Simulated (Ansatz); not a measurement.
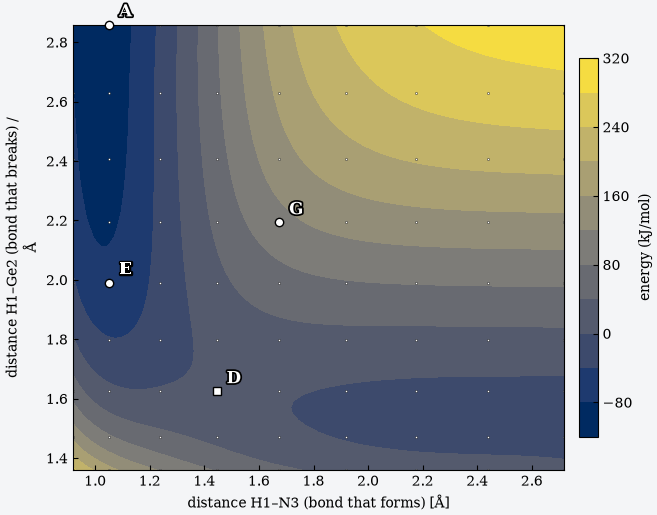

The reacting system GeH6N (fragments GeH₄ + H₂N where the first distance is long, H₃N + GeH₃ where the second is long), spin multiplicity 2. 
- Coordinates scanned: (1) distance H1–N3 (bond that forms); (2) distance H1–Ge2 (bond that breaks).
- Relaxed at each point: all other coordinates.
- The scan uses a 9 × 9 grid.
- Points are written as (first, second).
- Energies: kJ/mol, counted from a guessed transition structure relaxed with its forming and breaking bonds held.
- In part of the range the unrestricted reference is strongly spin-contaminated.
- Level of theory: Ansatz 0.2.0, UKS BHLYP-D4/def2-SVP.

In the figure: filled contours, dots at the grid points, lettered points. Between grid points the surface is interpolated.

Question: Is E the lowest point of the computed grid?

Answer: No. E lies 34 kJ/mol above the lowest grid point, which is at (1.052 Å, 2.859 Å).

Question: What kind of point is each of D, G: minimum, saddle, maximum or slope?

Answer: D: saddle point; G: on a slope. (In these two coordinates alone; a stationary point may lie a little off the grid point.)
